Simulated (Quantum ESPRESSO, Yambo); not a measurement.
# LiBr (Fm-3m): changed settings of a GW run in Yambo

A base run on LiBr (Fm-3m), then changed inputs.

Main program and level: Yambo 5.3.0; PBE and many-body steps on it, plane waves.

## 1. Starting point

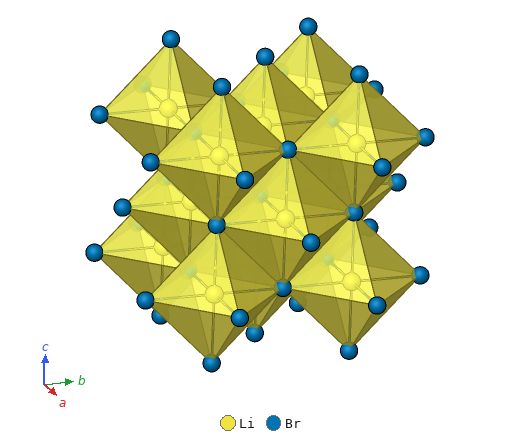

The starting structure, seen slightly off an axis (lithium yellow, bromine blue). This picture shows the conventional cell, with its axes. Some periodic images of atoms are drawn too.

Coordinates:

```xyz
2
Lattice="0.0000 2.7507 2.7506 2.7506 0.0000 2.7506 2.7506 2.7507 0.0000" Properties=species:S:1:pos:R:3 pbc="T T T"
Li    0.0000    0.0000    0.0000
Br    2.7506    2.7507    2.7506
```

The cell and positions come from the Crystallography Open Database and are kept as given unless a step says otherwise.

## 2. Base

This step: Yambo 5.3.0; G0W0 on PBE, plane waves, norm-conserving pseudopotentials.

G0W0 replaces the xc potential by the self-energy, built once from these orbitals. Only a window of levels is corrected, while the sums run over the empty bands that the input names.

gw1.in reads:

```
HF_and_locXC
gw0
dyson
ppa
em1d
rim_cut
RandQpts= 1000000
RandGvec= 1 RL
EXXRLvcs= 76 Ry
VXCRLvcs= 304 Ry
Chimod= "HARTREE"
% BndsRnXp
 1 | 111 |
%
NGsBlkXp= 13 Ry
% LongDrXp
 1 | 1 | 1 |
%
% GbndRnge
 1 | 111 |
%
DysSolver= "n"
ExtendOut
PPAPntXp= 27.21138 eV
% QPkrange
 1 | 1 | 9 | 12 |
%
```

Command:

```console
$ OMP_NUM_THREADS=1 mpirun -n 4 yambo -F gw1.in -J gw1 -C gw1 > gw1.log
```

Output:

```text
 Yambo, version 5.3.0

 [02] CORE Variables Setup
 =========================

  [... cell, symmetries and grids as in the set-up ...]

  [02.05] Energies & Occupations
  ==============================

  [X] === General ===
  [X] Electronic Temperature                        :  0.000000  0.000000 [eV K]
  [X] Bosonic    Temperature                        :  0.000000  0.000000 [eV K]
  [X] Finite Temperature mode                       : no
  [X] El. density                                   :  0.48050E+24 [cm-3]
  [X] Fermi Level                                   :  3.688161 [eV]

  [X] === Gaps and Widths ===
  [X] Conduction Band Min                           :  4.938102 [eV]
  [X] Valence Band Max                              :  0.000000 [eV]
  [X] Filled Bands                                  :  10
  [X] Empty Bands                                   :   11  111
  [X] Direct Gap                                    :  4.938102 [eV]
  [X] Direct Gap localized at k                     :  1
  [X] Indirect Gap                                  :  4.938102 [eV]
  [X] Indirect Gap between kpts                     :  1  1
  [X] Last valence band width                       :  1.136060 [eV]
  [X] 1st conduction band width                     :  2.744105 [eV]

 [03] Transferred momenta grid and indexing
 ==========================================

 IBZ Q-points                                      :  16
 BZ  Q-points                                      :  216

 K/Q-points units:
 rlu = crystal or reduced units; cc = cartesian coordinates; iku = interal k-units

 Q [ 1]         [rlu]:  0.000000  0.000000  0.000000
 Q [ 2]         [rlu]: -0.25020E-16 -0.25020E-16  0.16667
 Q [ 3]         [rlu]: -0.50040E-16 -0.50040E-16  0.33333
 Q [ 4]         [rlu]:  0.19549E-16  0.19549E-16 -0.50000
 Q [ 5]         [rlu]:  0.86054E-18  0.16667      0.16667
 Q [ 6]         [rlu]: -0.20583E-17  0.16667      0.33333
 Q [ 7]         [rlu]: -0.31872E-16  0.16667      0.50000
 Q [ 8]         [rlu]:  0.65472E-16  0.16667     -0.33333
 Q [ 9]         [rlu]: -0.54711E-17  0.16667     -0.16667
 Q [10]         [rlu]:  0.17211E-17  0.33333      0.33333
     [... 4 further rows ...]
 Q [15]         [rlu]:  0.166667  0.333333 -0.333333
 Q [16]         [rlu]:  0.166667 -0.500000 -0.333333

 [04] Coloumb potential Random Integration (RIM)
 ===============================================

  [04.01] RIM initialization
  ==========================

  * Diagonal components only detected *

  8 x (sBL volume)        :  0.032707 [a.u.]
  sBZ random points       :  1000000
  Points outside the sBZ  :   7996195
  RL volume               :  0.883094 [a.u.]
  Integrated volume       :  0.883514 [a.u.]

  [04.02] RIM integrals
  =====================

  Gamma point sphere radius             :  0.058009 [a.u.]
  Points outside the sphere             :   799659
  [Int_sBZ(q=0) 1/q^2]*(Vol_sBZ)^(-1/3) =:  7.764404
                                 should be <:  7.795600

  Summary of Coulomb integrals for non-metallic bands |Q|[au] RIM/Bare

  Q [1] 0.100000E-4 0.995998 * Q [2] 0.174472 1.065507
  Q [5] 0.201463 1.063898 * Q [9] 0.284911 1.026090
  Q [6] 0.334088 1.019547 * Q [3] 0.348943 1.017217
  Q [10] 0.402925 1.013693 * Q [8] 0.439078 1.010871
  Q [14] 0.450484 1.010607 * Q [7] 0.493481 1.008936
  Q [11] 0.523415 1.008094 * Q [4] 0.523415 1.007696
  Q [12] 0.569822 1.006605 * Q [15] 0.595934 1.006042
  Q [13] 0.604388 1.006111 * Q [16] 0.637081 1.005483

 [05] Dipoles
 ============

  [05.01] Setup: observables and procedures
  =========================================

 [06] Dynamic Dielectric Matrix (PPA)
 ====================================

 [WR./gw1//ndb.pp]---------------------------------------------------------------
  Brillouin Zone Q/K grids (IBZ/BZ)                :   16  216   16  216
  RL vectors                                       :   4015 [WF]
  Coulomb cutoff potential                         : none
  Electronic Temperature                           :  0.000000 [K]
  Bosonic    Temperature                           :  0.000000 [K]
  PPA    diel. fun.  energies                      : Perdew, Burke & Ernzerhof(X)+Perdew, Burke & Ernzerhof(C)
  wavefunctions                                    : Perdew, Burke & Ernzerhof(X)+Perdew, Burke & Ernzerhof(C)
  Global Gauge                                     : length
  X matrix size                                    :  259
  X band range                                     :    1  111
  X e/h energy range                               : -1.000000 -1.000000 [eV]
  X Time ordering                                  : R
  X Hxc Kernel                                     : HARTREE
  X Drude frequency                                :  0.000000  0.000000
  X poles                                          :  100.0000 [o/o]
  RL vectors in the sum                            :   4015
  [r,Vnl] included                                 : yes
  Field direction                                  :  0.577350E-5  0.577350E-5  0.577350E-5
  BZ energy Double Grid                            : no
  BZ energy DbGd points                            : 0
  BZ Q point size factor                           : -1.000000
  X Optical Averaged directions                    : none

 [07] Local Exchange-Correlation + Non-Local Fock
 ================================================

 [VXC] Plane waves :  25125
 [EXS] Plane waves :   3215

 QP @ state[ 1 ] K range:  1  1
 QP @ state[ 1 ] b range:   9  12

 [xc] Functional : Perdew, Burke & Ernzerhof(X)+Perdew, Burke & Ernzerhof(C)
 [xc] LIBXC used to calculate xc functional
  PP Number of Atomic Species                      :  2
  NLCC RL compoments                               :  25125
  PP Number of Atomic Species                      :  2
  NLCC RL compoments                               :  25125

 [xc] E_xc :  -14.20191 [Ha]
      E_xc :  -28.40381 [Ry]

  Local XC kind (lXC) : Perdew, Burke & Ernzerhof(X)+Perdew, Burke & Ernzerhof(C)
  Non-Local XC kind (nlXC) : Hartree-Fock

  Corrections @ K [1] :  [eV]
 <9|nlXC|9> = -20.03646 -0.17367E-16 <9|lXC|9> = -14.96654 -0.10050E-20
 <10|nlXC|10> = -20.03651 -0.40908E-17 <10|lXC|10> = -14.96654  0.18882E-15
 <11|nlXC|11> = -6.029352  0.19597E-17 <11|lXC|11> = -9.805329  0.47187E-16
 <12|nlXC|12> = -3.750355  0.13889E-17 <12|lXC|12> = -8.713964  0.22127E-16

 [08] Dyson equation: Newton solver
 ==================================

  [08.01] G0W0 (W PPA)
  ====================

  [  GW  ] Bands range     :    1  111
  [GW/PPA] G damping       :  0.100000 [eV]

  QP @ state[ 1 ] K range:  1  1
  QP @ state[ 1 ] b range:   9  12

   Sc/G bands                                       :    1  111
   Sc/G damping                                     :  0.100000 ev
   Sc bands terminator                              : no
   Sx RL components                                 :   3215

   QP @ state[ 1 ] K range                          :  1  1
   QP @ state[ 1 ] b range                          :   9  12
   GF energies kind                                 : Perdew, Burke & Ernzerhof(X)+Perdew, Burke & Ernzerhof(C)
   GF WF`s kind                                     : Perdew, Burke & Ernzerhof(X)+Perdew, Burke & Ernzerhof(C)
   Xs energies kind                                 : Perdew, Burke & Ernzerhof(X)+Perdew, Burke & Ernzerhof(C)
   Xs WF`s kind                                     : Perdew, Burke & Ernzerhof(X)+Perdew, Burke & Ernzerhof(C)

 [11] Game Over & Game summary
```

Elapsed: 9.9 min, on 4 MPI ranks of Arm Neoverse N1, shared host; peak memory 1.9 GiB.

This step gave:

- G0W0 gap on the points computed: 7.846 eV
- starting gap on the mesh: 4.938 eV
- k of the valence top: 0, 0, 0
- k of the conduction bottom: 0, 0, 0
- least direct G0W0 gap on the computed points: 7.846 eV
- Z at the valence top: 0.8178
- Z at the conduction bottom: 0.8488

The gap on the mesh goes from 4.94 eV to 7.85 eV, a correction of +2.91 eV.

## 3. More G vectors in the random integration

gw2.in reads:

```
HF_and_locXC
gw0
dyson
ppa
em1d
rim_cut
RandQpts= 1000000
RandGvec= 59 RL
EXXRLvcs= 76 Ry
VXCRLvcs= 304 Ry
Chimod= "HARTREE"
% BndsRnXp
 1 | 111 |
%
NGsBlkXp= 13 Ry
% LongDrXp
 1 | 1 | 1 |
%
% GbndRnge
 1 | 111 |
%
DysSolver= "n"
ExtendOut
PPAPntXp= 27.21138 eV
% QPkrange
 1 | 1 | 9 | 12 |
%
QpgFull
```

Command:

```console
$ OMP_NUM_THREADS=1 mpirun -n 4 yambo -F gw2.in -J gw2,gw1_W -C gw2 > gw2.log
```

Output:

```text
 Yambo, version 5.3.0

 [02] CORE Variables Setup
 =========================

  [... cell, symmetries and grids as in the set-up ...]

  [02.05] Energies & Occupations
  ==============================

  [X] === General ===
  [X] Electronic Temperature                        :  0.000000  0.000000 [eV K]
  [X] Bosonic    Temperature                        :  0.000000  0.000000 [eV K]
  [X] Finite Temperature mode                       : no
  [X] El. density                                   :  0.48050E+24 [cm-3]
  [X] Fermi Level                                   :  3.688161 [eV]

  [X] === Gaps and Widths ===
  [X] Conduction Band Min                           :  4.938102 [eV]
  [X] Valence Band Max                              :  0.000000 [eV]
  [X] Filled Bands                                  :  10
  [X] Empty Bands                                   :   11  111
  [X] Direct Gap                                    :  4.938102 [eV]
  [X] Direct Gap localized at k                     :  1
  [X] Indirect Gap                                  :  4.938102 [eV]
  [X] Indirect Gap between kpts                     :  1  1
  [X] Last valence band width                       :  1.136060 [eV]
  [X] 1st conduction band width                     :  2.744105 [eV]

 [03] Transferred momenta grid and indexing
 ==========================================

 IBZ Q-points                                      :  16
 BZ  Q-points                                      :  216

 K/Q-points units:
 rlu = crystal or reduced units; cc = cartesian coordinates; iku = interal k-units

 Q [ 1]         [rlu]:  0.000000  0.000000  0.000000
 Q [ 2]         [rlu]: -0.25020E-16 -0.25020E-16  0.16667
 Q [ 3]         [rlu]: -0.50040E-16 -0.50040E-16  0.33333
[...]
[... 4 further rows ...]
 Q [15]         [rlu]:  0.166667  0.333333 -0.333333
 Q [16]         [rlu]:  0.166667 -0.500000 -0.333333

 [04] Coloumb potential Random Integration (RIM)
 ===============================================

  [04.01] RIM initialization
  ==========================

  8 x (sBL volume)        :  0.032707 [a.u.]
  sBZ random points       :  1000000
  Points outside the sBZ  :   7996195
  RL volume               :  0.883094 [a.u.]
  Integrated volume       :  0.883514 [a.u.]

  [04.02] RIM integrals
  =====================

  Gamma point sphere radius             :  0.058009 [a.u.]
  Points outside the sphere             :   799659
  [Int_sBZ(q=0) 1/q^2]*(Vol_sBZ)^(-1/3) =:  7.764404
                                 should be <:  7.795600

  Summary of Coulomb integrals for non-metallic bands |Q|[au] RIM/Bare

  Q [1] 0.100000E-4 0.995998 * Q [2] 0.174472 1.065507
  Q [5] 0.201463 1.063898 * Q [9] 0.284911 1.026090
  Q [6] 0.334088 1.019547 * Q [3] 0.348943 1.017217
[...]
Q [12] 0.569822 1.006605 * Q [15] 0.595934 1.006042
  Q [13] 0.604388 1.006111 * Q [16] 0.637081 1.005483

 [05] Dipoles
 ============

  [05.01] Setup: observables and procedures
  =========================================

 [06] Dynamic Dielectric Matrix (PPA)
 ====================================

   Sc/G bands                                       :    1  111
   Sc/G damping                                     :  0.100000 ev
   Sc bands terminator                              : no
   Sx RL components                                 :   3215

   QP @ state[ 1 ] K range                          :  1  1
   QP @ state[ 1 ] b range                          :   9  12
   GF energies kind                                 : Perdew, Burke & Ernzerhof(X)+Perdew, Burke & Ernzerhof(C)
   GF WF`s kind                                     : Perdew, Burke & Ernzerhof(X)+Perdew, Burke & Ernzerhof(C)
   Xs energies kind                                 : Perdew, Burke & Ernzerhof(X)+Perdew, Burke & Ernzerhof(C)
   Xs WF`s kind                                     : Perdew, Burke & Ernzerhof(X)+Perdew, Burke & Ernzerhof(C)

 [11] Game Over & Game summary
```

The job ended after 6.4 min (4 MPI ranks; peak memory 1.9 GiB; 26 min of CPU time).

This step gave:

```
G0W0 gap on the points computed              : 7.852 eV
starting gap on the mesh                     : 4.938 eV
k of the valence top                         : 0, 0, 0
k of the conduction bottom                   : 0, 0, 0
least direct G0W0 gap on the computed points : 7.852 eV
Z at the valence top                         : 0.8176
Z at the conduction bottom                   : 0.8487
```

Against G0W0 in Yambo (6×6×6 mesh, 111 bands, screening to 176.9 eV, Godby-Needs plasmon pole), the gap moves by +0.006 eV.

## 4. Fewer bands in the self-energy

gw3.in reads:

```
HF_and_locXC
gw0
dyson
ppa
em1d
rim_cut
RandQpts= 1000000
RandGvec= 1 RL
EXXRLvcs= 76 Ry
VXCRLvcs= 304 Ry
Chimod= "HARTREE"
% BndsRnXp
 1 | 111 |
%
NGsBlkXp= 13 Ry
% LongDrXp
 1 | 1 | 1 |
%
% GbndRnge
 1 | 14 |
%
DysSolver= "n"
ExtendOut
PPAPntXp= 27.21138 eV
% QPkrange
 1 | 1 | 9 | 12 |
%
```

Command:

```console
$ OMP_NUM_THREADS=1 mpirun -n 4 yambo -F gw3.in -J gw3,gw1_W -C gw3 > gw3.log
```

Output:

```text
 Yambo, version 5.3.0

 [02] CORE Variables Setup
 =========================

  [... cell, symmetries and grids as in the set-up ...]

  [02.05] Energies & Occupations
  ==============================

  [X] === General ===
  [X] Electronic Temperature                        :  0.000000  0.000000 [eV K]
  [X] Bosonic    Temperature                        :  0.000000  0.000000 [eV K]
  [X] Finite Temperature mode                       : no
  [X] El. density                                   :  0.48050E+24 [cm-3]
  [X] Fermi Level                                   :  3.688161 [eV]

  [X] === Gaps and Widths ===
  [X] Conduction Band Min                           :  4.938102 [eV]
  [X] Valence Band Max                              :  0.000000 [eV]
  [X] Filled Bands                                  :  10
  [X] Empty Bands                                   :   11  111
  [X] Direct Gap                                    :  4.938102 [eV]
  [X] Direct Gap localized at k                     :  1
  [X] Indirect Gap                                  :  4.938102 [eV]
  [X] Indirect Gap between kpts                     :  1  1
  [X] Last valence band width                       :  1.136060 [eV]
  [X] 1st conduction band width                     :  2.744105 [eV]

 [03] Transferred momenta grid and indexing
 ==========================================

 IBZ Q-points                                      :  16
 BZ  Q-points                                      :  216

 K/Q-points units:
 rlu = crystal or reduced units; cc = cartesian coordinates; iku = interal k-units

 Q [ 1]         [rlu]:  0.000000  0.000000  0.000000
 Q [ 2]         [rlu]: -0.25020E-16 -0.25020E-16  0.16667
 Q [ 3]         [rlu]: -0.50040E-16 -0.50040E-16  0.33333
[...]
Q [ 8]         [rlu]:  0.65472E-16  0.16667     -0.33333
 Q [ 9]         [rlu]: -0.54711E-17  0.16667     -0.16667
 Q [10]         [rlu]:  0.17211E-17  0.33333      0.33333
     [... 4 further rows ...]
 Q [15]         [rlu]:  0.166667  0.333333 -0.333333
 Q [16]         [rlu]:  0.166667 -0.500000 -0.333333

 [04] Coloumb potential Random Integration (RIM)
 ===============================================

 Summary of Coulomb integrals for non-metallic bands |Q|[au] RIM/Bare

 Q [1] 0.100000E-4 0.995998 * Q [2] 0.174472 1.065507
 Q [5] 0.201463 1.063898 * Q [9] 0.284911 1.026090
 Q [6] 0.334088 1.019547 * Q [3] 0.348943 1.017217
[...]
Q [12] 0.569822 1.006605 * Q [15] 0.595934 1.006042
 Q [13] 0.604388 1.006111 * Q [16] 0.637081 1.005483

 [05] Dipoles
 ============

  [05.01] Setup: observables and procedures
  =========================================

 [06] Dynamic Dielectric Matrix (PPA)
 ====================================

   Sc/G bands                                       :   1  14
   Sc/G damping                                     :  0.100000 ev
   Sc bands terminator                              : no
   Sx RL components                                 :   3215

   QP @ state[ 1 ] K range                          :  1  1
   QP @ state[ 1 ] b range                          :   9  12
   GF energies kind                                 : Perdew, Burke & Ernzerhof(X)+Perdew, Burke & Ernzerhof(C)
   GF WF`s kind                                     : Perdew, Burke & Ernzerhof(X)+Perdew, Burke & Ernzerhof(C)
   Xs energies kind                                 : Perdew, Burke & Ernzerhof(X)+Perdew, Burke & Ernzerhof(C)
   Xs WF`s kind                                     : Perdew, Burke & Ernzerhof(X)+Perdew, Burke & Ernzerhof(C)

 [11] Game Over & Game summary
```

Wall time 25 s (4 MPI ranks); peak memory 1.6 GiB; 99 s of CPU time.

Numbers from this step:

```yaml
g0w0_gap_on_the_points_computed: 7.485 eV
starting_gap_on_the_mesh: 4.938 eV
k_of_the_valence_top: 0, 0, 0
k_of_the_conduction_bottom: 0, 0, 0
least_direct_g0w0_gap_on_the_computed_points: 7.485 eV
z_at_the_valence_top: 0.8370
z_at_the_conduction_bottom: 0.8667
```

(Continued in part 2 of 2.)

[Paths, hosts, dates, memory and timing lines, banners, echoed tables and standing remarks are left out of the program output.]

[Logs are printed without paths, hosts, clocks, repeated set-up lines and the standing remarks that a program may print on its own settings, such as how far it seeks lower states.]

[Runs of the session that timed out or met a known fault of the program may be left out.]

[Hosts, paths, dates, database ids (printed as entryN), source tags and the programs' standing remarks are cut or masked in the printed files.]
